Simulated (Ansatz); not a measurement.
**One shape, several levels: HBr (hydrogen bromide)**

Wanted: a comparison of 6 runs (HF/STO-3G, UHF/STO-3G, BLYP/STO-3G, UPBE/STO-3G, UPBE0/STO-3G, r2SCAN/STO-3G) of HBr (hydrogen bromide). 

The results are computed with Ansatz 0.2.0.

40 further runs of the same task are left out: 4 that didn't finish, 36 set aside as unsound or not needed.

**1. The structure to begin with**

HBr: 2 atoms, total charge 0, spin state singlet. As SMILES, `Br`. The H2–Br1 distance was set to 2.841 Å, away from the relaxed value.

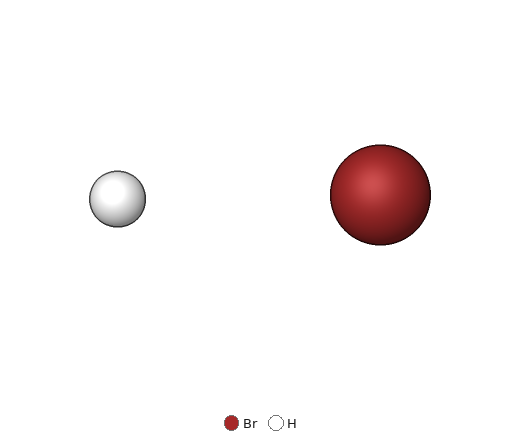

Viewed from a chosen angle; bromine red, hydrogen white.

**2. The energy at HF/STO-3G (run 1)**

The input, job.yaml:

```yaml
crystal:
  periodic: [false, false, false]
  atoms:
    - symbol: Br
      position_ang: [-1.809620, 0.653865, -0.915130]
    - symbol: H
      position_ang: [0.603220, -0.217960, 0.305050]
basis:
  gaussian:
    orbitals: STO-3G
hamiltonian:
  xc: hf
accuracy: high
```

Run with:

```console
$ ansatz run job.yaml --threads 1 --pin off --max-ram 3480MiB --events-out events.jsonl --progress --plain --runs-dir runs
```

Standard output:

```text
Warning: RAYON_NUM_THREADS=1 ignored (pool sized by the plan → 1); use --threads N
Functional definition: HF
  name "HF"
  exchange = exact_x
  correlation = 0
203 factors; integrals over basis functions are off by at most 8.7e-9 eV
mean field evaluation 1: about -69246.6475 eV, gradient 1.0e1 eV
mean field evaluation 2: about -69246.6586 eV, gradient 1.0e1 eV
mean field evaluation 4: about -69251.1661 eV, gradient 6.4e0 eV
mean field evaluation 8: about -69251.5168 eV, gradient 9.1e-3 eV
mean field -69251.51233330 eV, -2544.9461378876 hartree, gradient 3.2e-9 eV, S^2 0.000000; 0 other end points of the search recorded, 0 dependent functions left out
reference -69251.51233330 eV, -2544.9461378876 hartree; 18, 18 occupied and 1, 1 virtual orbitals, 203 factors
Total energy: -69251.51233330 eV, -2544.9461378876 hartree
```

It took 0.08 s on 1 thread of Arm Neoverse V1, shared host.

**3. The energy at UHF/STO-3G (run 2)**

The input, in.yaml:

```yaml
crystal:
  periodic: [false, false, false]
  atoms:
    - symbol: Br
      position_ang: [-1.809620, 0.653865, -0.915130]
    - symbol: H
      position_ang: [0.603220, -0.217960, 0.305050]
basis:
  gaussian: {orbitals: STO-3G}
total_charge: 0
magnetization: {spin_polarized: true, initial_magnetization: 0}
hamiltonian: {xc: hf}
accuracy: high
```

Run with:

```console
$ ansatz run in.yaml --threads 1 --pin off --max-ram 3480MiB --events-out events.jsonl --progress --plain --runs-dir runs
```

Standard output:

```text
Warning: RAYON_NUM_THREADS=1 ignored (pool sized by the plan → 1); use --threads N
Functional definition: HF
  name "HF"
  exchange = exact_x
  correlation = 0
203 factors; integrals over basis functions are off by at most 8.7e-9 eV
mean field evaluation 1: about -69246.6475 eV, gradient 7.4e0 eV
mean field evaluation 2: about -69246.6586 eV, gradient 7.4e0 eV
mean field evaluation 4: about -69251.1661 eV, gradient 4.5e0 eV
mean field evaluation 8: about -69251.5168 eV, gradient 6.5e-3 eV
mean field evaluation 16: about -69251.5123 eV, gradient 5.0e-7 eV
mean field evaluation 32: about -69253.5955 eV, gradient 6.8e0 eV
mean field evaluation 64: about -69255.7309 eV, gradient 2.2e0 eV
mean field -69255.83817861 eV, -2545.1051097707 hartree, gradient 3.9e-8 eV, S^2 0.977867; 6 other end points of the search recorded, 0 dependent functions left out
reference -69255.83817861 eV, -2545.1051097707 hartree; 18, 18 occupied and 1, 1 virtual orbitals, 203 factors
Total energy: -69255.83817861 eV, -2545.1051097707 hartree
```

Run time: 0.2 s. Hardware: 1 thread of Arm Neoverse V1, shared host.

Runs 3 to 5 aren't shown in full; the table further down has their settings and results.

**4. The energy at r2SCAN/STO-3G (run 6)**

The input, molecule.yaml:

```yaml
crystal:
  periodic: [false, false, false]
  atoms:
    - {symbol: Br, position_ang: [-1.809620, 0.653865, -0.915130]}
    - {symbol: H, position_ang: [0.603220, -0.217960, 0.305050]}
basis:
  gaussian:
    orbitals: STO-3G
hamiltonian:
  xc: r2scan
accuracy: high
```

Run with:

```console
$ ansatz run molecule.yaml --threads 1 --pin off --max-ram 3480MiB --events-out events.jsonl --progress --plain --runs-dir runs
```

Standard output:

```text
Warning: RAYON_NUM_THREADS=1 ignored (pool sized by the plan → 1); use --threads N
Functional definition: r2SCAN
  name "r2SCAN"
  parameter k0 = 0.174
  parameter k1 = 0.065
  parameter a1 = 4.9479
  exchange = r2scan_x(k0 = k0, k1 = k1, a1 = a1)
  correlation = r2scan_c
203 factors; integrals over basis functions are off by at most 8.7e-9 eV
mean field evaluation 1: about -69289.0631 eV, gradient 1.7e1 eV
mean field evaluation 2: about -69278.8802 eV, gradient 2.3e0 eV
mean field evaluation 4: about -69286.1390 eV, gradient 1.3e1 eV
mean field evaluation 8: about -69292.9009 eV, gradient 2.8e-2 eV
mean field -69292.90089872 eV, -2546.4671396129 hartree, gradient 2.3e-8 eV, S^2 0.000000; 0 other end points of the search recorded, 0 dependent functions left out
reference -69292.90089899 eV, -2546.4671396227 hartree; 18, 18 occupied and 1, 1 virtual orbitals, 203 factors
Total energy: -69292.90089899 eV, -2546.4671396227 hartree
```

Run time: 1.6 s. Hardware: 1 thread of Arm Neoverse V1, shared host; peak memory 0.1 GiB.

**5. All runs side by side**

| run | level | energy (Eh) | wall time |
| --- | --- | --- | --- |
| 1 | HF/STO-3G | -2544.946138 | 0.08 s |
| 2 | UHF/STO-3G | -2545.105110 | 0.2 s |
| 3 | BLYP/STO-3G | -2546.269966 | 0.52 s |
| 4 | UPBE/STO-3G | -2545.974580 | 3.3 s |
| 5 | UPBE0/STO-3G | -2546.200809 | 2.8 s |
| 6 | r2SCAN/STO-3G | -2546.467140 | 1.6 s |

**6. What came out**

```
           quantity           value
run 6: total energy  -2546.46714 Eh
```

Totals of different functionals can't be ranked against each other. In runs 1, 2, 3, 4, 5, 6 the basis is minimal, so the values are rough. In runs 1, 3, 6 a closed-shell determinant meets a far-stretched bond, which it describes badly. Spin contamination of the reference: run 2 ⟨S²⟩ = 0.98, run 5 ⟨S²⟩ = 0.92, run 4 ⟨S²⟩ = 0.86. Where it is this large, the reference is a mixture of spin states, and values that rest on it are in doubt. All runs together took 8.5 s, the longest 3.3 s.
